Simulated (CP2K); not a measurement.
**AM1 run of C2HF5O ((difluoromethoxy)(trifluoro)methane)**

What is the vertical singlet–triplet gap of C2HF5O ((difluoromethoxy)(trifluoro)methane) at AM1? 

The results are computed with CP2K 2026.2.

3 further runs of the same task are left out: 1 that didn't finish, 2 set aside as unsound or not needed.

### Step 1. Starting point

C2HF5O has 9 atoms, charge 0, and is taken as a singlet. SMILES: `FC(F)OC(F)(F)F`. Geometry: a rough force-field guess. This is one conformer, not always the lowest.

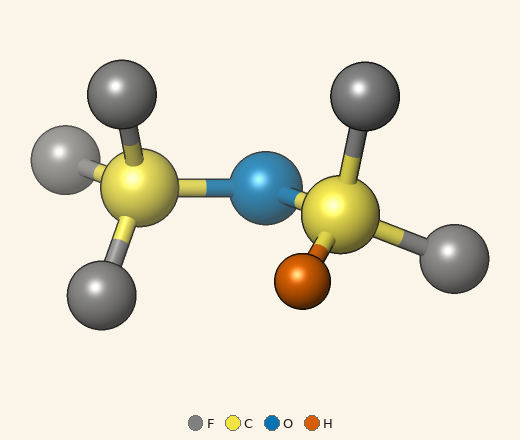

Viewed from a chosen angle; fluorine grey, carbon yellow, oxygen blue, hydrogen orange.

### Step 2. Energy and forces at AM1

Contents of calc.inp:

```
&GLOBAL
  PROJECT_NAME calc
  RUN_TYPE ENERGY_FORCE
  PRINT_LEVEL MEDIUM
&END GLOBAL
&FORCE_EVAL
  METHOD QUICKSTEP
  &DFT
    &QS
      METHOD AM1
      EPS_DEFAULT 1.0E-10
      &SE
        &COULOMB
          CUTOFF [angstrom] 50
          RC_RANGE [angstrom] 0
        &END COULOMB
        &EXCHANGE
          CUTOFF [angstrom] 50
          RC_RANGE [angstrom] 0
        &END EXCHANGE
      &END SE
    &END QS
    &POISSON
      PERIODIC NONE
      POISSON_SOLVER ANALYTIC
    &END POISSON
    &SCF
      SCF_GUESS ATOMIC
      EPS_SCF 1.0E-07
      MAX_SCF 150
      ADDED_MOS 4
      &DIAGONALIZATION
        ALGORITHM STANDARD
      &END DIAGONALIZATION
      &MIXING
        METHOD DIRECT_P_MIXING
        ALPHA 0.4
      &END MIXING
    &END SCF
    ! extra output
    &PRINT
      &MOMENTS
        PERIODIC F
        REFERENCE COM
        MAX_MOMENT 1
      &END MOMENTS
      &MO ON
        ENERGIES T
        OCCUPATION_NUMBERS T
        NDIGITS 6
        &EACH
          QS_SCF 0
        &END EACH
        ADD_LAST NUMERIC
      &END MO
      &HIRSHFELD OFF
      &END HIRSHFELD
    &END PRINT
  &END DFT
  &SUBSYS
    ! box in angstrom
    &CELL
      ABC 12.2 13.8 13.3
      PERIODIC NONE
    &END CELL
    &COORD
      UNIT bohr
      F      1.8678053    -1.4904270     2.7264969
      C     -0.2027676    -1.7880589     1.1209855
      F     -0.5861930    -4.3159455     0.9348475
      O      0.6357039    -0.9233202    -1.2901160
      C      0.1560914     1.6584236    -1.3666499
      F      1.4864586     2.8481952     0.4994546
      F      0.9696185     2.5747518    -3.5808420
      F     -2.2446167     2.2606794    -1.0535223
      H     -1.9148595    -0.9117929     1.9770315
    &END COORD
    &TOPOLOGY
      &CENTER_COORDINATES
      &END CENTER_COORDINATES
    &END TOPOLOGY
  &END SUBSYS
  &PRINT
    &FORCES ON
    &END FORCES
  &END PRINT
&END FORCE_EVAL
```

Command:

```sh
$ OMP_NUM_THREADS=1 cp2k.psmp calc.inp > calc.out
```

The program printed (excerpt; [...] marks lines left out):

```text
CP2K| version string:                                       CP2K version 2026.2
[...]
 GLOBAL| Method name                                                        CP2K
[...]
 GLOBAL| Run type                                                   ENERGY_FORCE
[...]
                             - Atoms:                                          9
[...]
                             - Spherical basis functions:                     33
[...]
 Number of electrons:                                                         50
[...]
     1 P_Mix/Diag. 0.40E+00    0.0     0.71662549      -102.3222579264 -1.02E+02
[...]
    17 DIIS/Diag.  0.53E-07    0.0     0.00000008      -110.9163798842 -1.36E-12
  *** SCF run converged in    17 steps ***
  Core-core repulsion energy [eV]:                           6262.17383501890799
  Core Hamiltonian energy [eV]:                             -5039.52669884517672
  Two-electron integral energy [eV]:                        -8481.67065036267013
  Electronic energy [eV]:                                   -9280.36202402651179
  Total energy [eV]:                                        -3018.18818900760289
  Atomic reference energy [eV]:                              3004.33925055342115
  Heat of formation [kcal/mol]:                              -319.36413294683922
[...]
 SE_DIPOLE| Moment [Debye]          1.88455050      -0.46603887      -0.65571897
 SE_DIPOLE| Derivative [a.u.]       0.00000000       0.00000000       0.00000000
 ENERGY| Total FORCE_EVAL ( QS ) energy [hartree]           -110.916379884164002
 FORCES| Atomic forces [hartree/bohr]
 FORCES|   Atom     x               y               z               |f|
 FORCES|      1 -2.03537601E-02 -6.12331431E-03 -2.14374038E-02   3.01882893E-02
 FORCES|      2  2.80894050E-02 -3.09505453E-02  4.25721489E-02   5.96601943E-02
 FORCES|      3  7.90587541E-03 -3.11418532E-03 -1.12715314E-02   1.41155388E-02
 FORCES|      4 -1.44170781E-02 -8.18860661E-03  1.69460952E-02   2.37081328E-02
 FORCES|      5  4.92734579E-02  2.54980970E-02 -8.09951759E-03   5.60680728E-02
 FORCES|      6  2.20318230E-03  1.64626632E-03  1.90624079E-03   3.34633515E-03
 FORCES|      7  6.45487522E-03  7.37828887E-04 -2.05673981E-02   2.15691369E-02
 FORCES|      8 -5.07281915E-02  7.40354910E-03  3.07706313E-03   5.13578648E-02
 FORCES|      9 -8.42776612E-03  1.30909102E-02 -3.12569710E-03   1.58798348E-02
 FORCES| Sum     3.34454686E-15  1.04083409E-16 -4.44089210E-16
 FORCES| Total atomic force                                       3.37550623E-15
[...]
```

Run time: 1.3 s. Hardware: 1 thread of AMD EPYC 7R43 (Zen 3), shared host; peak memory 0.18 GiB.

### Step 3. The triplet

Contents of mol.inp:

```
&GLOBAL
  PROJECT mol
  RUN_TYPE ENERGY_FORCE
  PRINT_LEVEL MEDIUM
&END GLOBAL

&FORCE_EVAL
  METHOD QS
  &DFT
    CHARGE 0
    MULTIPLICITY 3
    UKS T
    &QS
      METHOD AM1
      EPS_DEFAULT 1.0E-10
      &SE
        &COULOMB
          CUTOFF [angstrom] 50
          RC_RANGE [angstrom] 0
        &END COULOMB
        &EXCHANGE
          CUTOFF [angstrom] 50
          RC_RANGE [angstrom] 0
        &END EXCHANGE
      &END SE
    &END QS
    &POISSON
      PERIODIC NONE
      POISSON_SOLVER ANALYTIC
    &END POISSON
    ! SCF settings
    &SCF
      SCF_GUESS ATOMIC
      EPS_SCF 1.0E-07
      MAX_SCF 50
      &OT ON
        MINIMIZER DIIS
        PRECONDITIONER FULL_SINGLE_INVERSE
      &END OT
      &OUTER_SCF
        EPS_SCF 1.0E-07
        MAX_SCF 10
      &END OUTER_SCF
    &END SCF
    ! extra output
    &PRINT
      &MOMENTS
        PERIODIC F
        REFERENCE COM
        MAX_MOMENT 1
      &END MOMENTS
      &MO_CUBES
        NLUMO 5
        NHOMO -1
        WRITE_CUBE F
      &END MO_CUBES
      &HIRSHFELD OFF
      &END HIRSHFELD
    &END PRINT
  &END DFT
  &SUBSYS
    ! vacuum box
    &CELL
      ABC [angstrom] 12.2 13.8 13.3
      PERIODIC NONE
    &END CELL
    &COORD
      UNIT bohr
      F      1.8678053    -1.4904270     2.7264969
      C     -0.2027676    -1.7880589     1.1209855
      F     -0.5861930    -4.3159455     0.9348475
      O      0.6357039    -0.9233202    -1.2901160
      C      0.1560914     1.6584236    -1.3666499
      F      1.4864586     2.8481952     0.4994546
      F      0.9696185     2.5747518    -3.5808420
      F     -2.2446167     2.2606794    -1.0535223
      H     -1.9148595    -0.9117929     1.9770315
    &END COORD
    &TOPOLOGY
      &CENTER_COORDINATES
      &END CENTER_COORDINATES
    &END TOPOLOGY
  &END SUBSYS
  &PRINT
    &FORCES ON
    &END FORCES
  &END PRINT
&END FORCE_EVAL
```

Command:

```sh
$ OMP_NUM_THREADS=1 cp2k.psmp mol.inp > mol.out
```

The program printed (excerpt; [...] marks lines left out):

```text
CP2K| version string:                                       CP2K version 2026.2
[...]
 GLOBAL| Method name                                                        CP2K
[...]
 GLOBAL| Run type                                                   ENERGY_FORCE
[...]
                             - Atoms:                                          9
[...]
                             - Spherical basis functions:                     33
[...]
 Number of electrons:                                                         26
[...]
     1 OT DIIS     0.80E-01    0.0     0.14629216      -102.5733684428 -1.03E+02
[...]
    16 OT DIIS     0.80E-01    0.0     0.00000009      -110.7421149304 -1.65E-11
  *** SCF run converged in    16 steps ***
  Core-core repulsion energy [eV]:                           6262.17383501890799
  Core Hamiltonian energy [eV]:                             -5019.81185105657732
  Two-electron integral energy [eV]:                        -8511.61636484227529
  Electronic energy [eV]:                                   -9275.62003347771497
  Total energy [eV]:                                        -3013.44619845880652
  Atomic reference energy [eV]:                              3004.33925055342115
  Heat of formation [kcal/mol]:                              -210.01122441390226
[...]
 ENERGY| Total FORCE_EVAL ( QS ) energy [hartree]           -110.742114930440778
 FORCES| Atomic forces [hartree/bohr]
 FORCES|   Atom     x               y               z               |f|
 FORCES|      1 -1.80093388E-02 -3.63212295E-03 -1.81447106E-02   2.58216793E-02
 FORCES|      2  2.07645333E-02 -6.03663327E-02  6.37143574E-02   9.01930114E-02
 FORCES|      3  4.30492573E-03 -1.33846715E-02 -3.87516144E-03   1.45841933E-02
 FORCES|      4 -1.79303929E-03 -5.04242995E-02  1.04948442E-02   5.15360721E-02
 FORCES|      5  4.46616066E-02  8.50499159E-02 -2.86495852E-02   1.00244431E-01
 FORCES|      6  4.83394845E-03  4.23995244E-03  3.70223479E-03   7.41962241E-03
 FORCES|      7  7.90725076E-03  1.50549757E-02 -2.80905849E-02   3.28368371E-02
 FORCES|      8 -5.39720723E-02  1.08992633E-02  3.21925505E-03   5.51556174E-02
 FORCES|      9 -8.69781453E-03  1.25633194E-02 -2.37064920E-03   1.54631481E-02
 FORCES| Sum    -1.52655666E-15 -5.34294831E-16 -2.22044605E-15
 FORCES| Total atomic force                                       2.74703965E-15
[...]
```

It took 4.2 s on 1 thread of AMD EPYC 7R43 (Zen 3), shared host; peak memory 0.18 GiB.

### Step 4. Results

Level: AM1.

```
                                          quantity            value
                             singlet: total energy    -110.91638 Eh
                            singlet: dipole moment           2.05 D
                              singlet: HOMO energy        -13.52 eV
                              singlet: LUMO energy          0.42 eV
                            singlet: HOMO–LUMO gap         13.94 eV
singlet: heat of formation at this unrelaxed shape  -319.4 kcal/mol
                 singlet: largest force on an atom       3.068 eV/Å
                             triplet: total energy    -110.74211 Eh
                            triplet: dipole moment           1.31 D
triplet: heat of formation at this unrelaxed shape  -210.0 kcal/mol
                 triplet: largest force on an atom       5.155 eV/Å
  vertical energy of the triplet above the singlet         4.742 eV
```

At this shape the triplet lies 4.74 eV (109 kcal/mol) above the singlet. The largest force (singlet) is 3.07 eV/Å: the shape isn't a stationary point for this species at this level.
